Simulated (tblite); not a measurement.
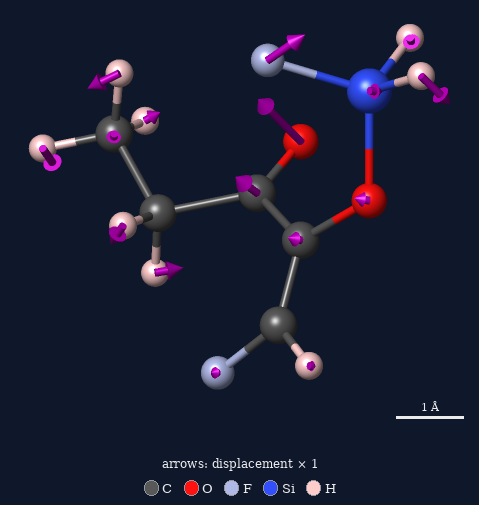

This is a relaxation of C5H8F2O2Si. The starting structure is drawn; purple arrows show the displacements, at their true length. The two geometries are superimposed by the best rigid fit.

Style: ball-and-stick. Shown from a free direction.

Method: GFN2-xTB geometry optimisation, gas phase in tblite 0.8.0. 

Question: Describe the change and its energy.

Answer: Over 102 geometry steps the energy falls by 11.2 kcal/mol. An O atom moves most after the best rigid fit: 1.39 Å. Largest moves by element: O 1.39 Å, F 0.75 Å, H 0.72 Å, C 0.59 Å, Si 0.26 Å. Among the contacts that change: O–Si 3.184 → 2.506 Å, C–O 1.400 → 1.335 Å, C–C 1.539 → 1.499 Å, H–Si 1.483 → 1.444 Å. Among the angles between lasting bonds that change: O–Si–H 108.4° → 95.2°, C–O–Si 121.5° → 130.1°, C–C–O 122.0° → 114.7°. Groups turn about C–C by about 35°, C–O by about 30°, C–C by about 25°. Cost: 0.88 s on 1 thread of Arm Neoverse V1, on a shared host.
